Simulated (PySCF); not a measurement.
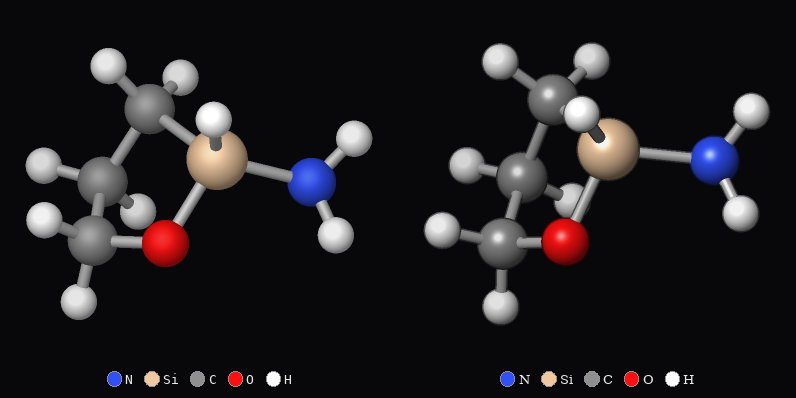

Two views of one molecule.

The geometry was computed by an optimisation with GFN2-xTB. No frequency run is at hand to confirm it as a minimum.

What is the molecular formula?

Answer. C₃H₉NOSi, 15 atoms: 3 carbon, 9 hydrogen, 1 nitrogen, 1 oxygen and 1 silicon.

How many bonds of each kind are drawn?

Answer. 6 C–H, 2 C–C, 2 N–H, 1 N–Si, 1 C–Si, 1 C–O, 1 O–Si, 1 Si–H.

What is its SMILES?

Answer. N[Si@H]1CCCO1

The parts below concern this one geometry. Atoms keep their numbers from picture to picture.

## Geometry

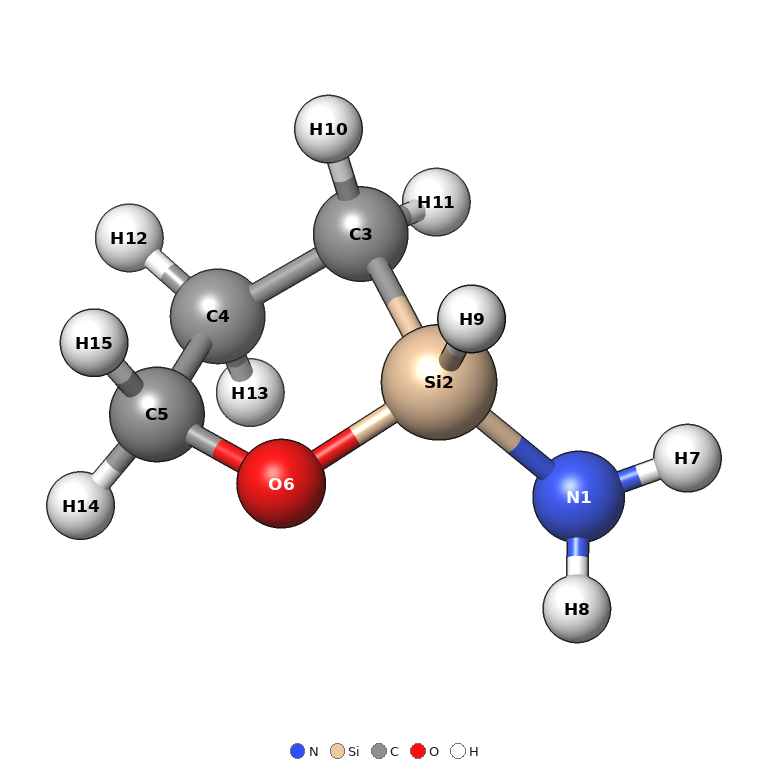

Atoms carry their numbers in the input. No frequency run is at hand to confirm it as a minimum.

Which atoms are bonded, and how long are the bonds?

| bond | length (Å) | order |
| --- | --- | --- |
| N1–Si2 | 1.723 | single |
| N1–H7 | 1.006 | single |
| N1–H8 | 1.008 | single |
| Si2–C3 | 1.903 | single |
| Si2–O6 | 1.637 | single |
| Si2–H9 | 1.466 | single |
| C3–C4 | 1.529 | single |
| C3–H10 | 1.090 | single |
| C3–H11 | 1.086 | single |
| C4–C5 | 1.529 | single |
| C4–H12 | 1.091 | single |
| C4–H13 | 1.091 | single |
| C5–O6 | 1.406 | single |
| C5–H14 | 1.094 | single |
| C5–H15 | 1.097 | single |

## Ring current

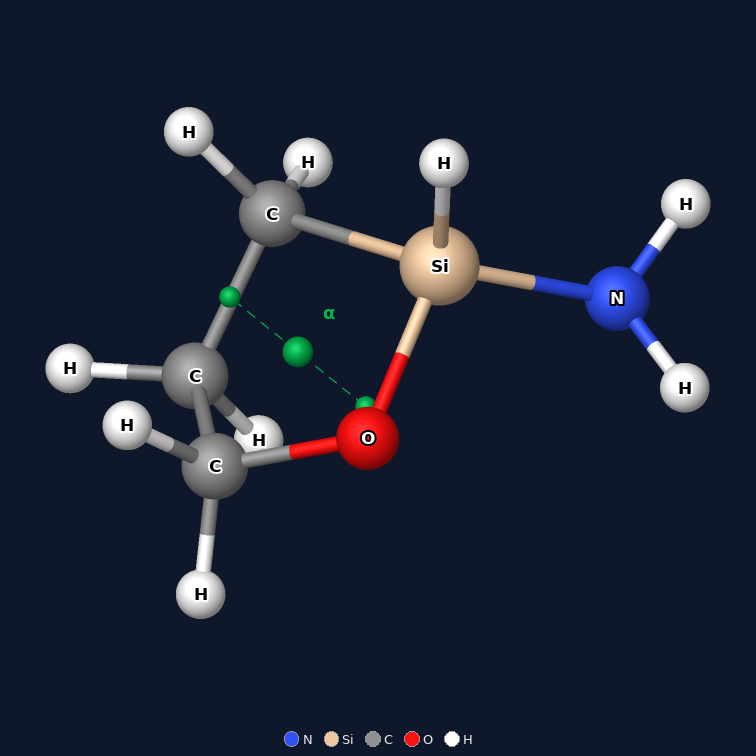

The small points mark where nucleus-independent chemical shifts (NICS) were computed: at the centre of each lettered ring and 1 Å above and below it. No frequency run is at hand to confirm it as a minimum. Method: GIAO PBE0/pcSseg-1 NMR shielding, non-relativistic, gas phase (PySCF 2.14.0).

Give NICS(0), NICS(1) and the out-of-plane component NICS(1)zz for each ring (means of the two sides).

```json
{"ring": "α", "members": "C3OSi", "NICS(0)": "−5.9", "NICS(1)": "−3.3", "NICS(1)zz": "−3.9"}
```

Values in ppm.

What do the values say about the ring currents?

Answer. Ring α: weak, as in a non-aromatic ring. NICS is one index among several.

## Electronic properties

No frequency run is at hand to confirm it as a minimum. Level of theory: PBE0/def2-SVPD, gas phase (PySCF 2.14.0). Excitations: vertical, linear response.

What is the HOMO energy (Kohn–Sham orbital)?

Answer. −7.35 eV.

Give the dipole moment at this level.

Answer. 1.10 D.

What is the lowest vertical singlet excitation?

Answer. 6.55 eV.

Give the HOMO–LUMO gap at this level.

Answer. 7.92 eV.

## Quadrupole coupling

No frequency run is at hand to confirm it as a minimum. Electric field gradients from the ground-state density, PBE0/pcSseg-1 (PySCF 2.14.0), non-relativistic apart from any core potentials.

Give the largest field-gradient component, the quadrupole coupling constant and the asymmetry for 14N at N1 (Q = 20.44 mb), 17O at O6 (Q = −25.6 mb), 2H at H7 (Q = 2.86 mb), 2H at H8 (Q = 2.86 mb).

```json
{"atom": "N1", "V_zz (a.u.)": "−0.901", "e²qQ/h (MHz)": "−4.33", "η": "0.37"}
{"atom": "O6", "V_zz (a.u.)": "1.690", "e²qQ/h (MHz)": "−10.16", "η": "0.43"}
{"atom": "H7", "V_zz (a.u.)": "0.433", "e²qQ/h (MHz)": "0.291", "η": "0.16"}
{"atom": "H8", "V_zz (a.u.)": "0.427", "e²qQ/h (MHz)": "0.287", "η": "0.15"}
```

The geometry is semi-empirical. Around Si such bond lengths and angles can be off by a tenth of an ångström or more and by several degrees, and values that hang on the shape move with them.
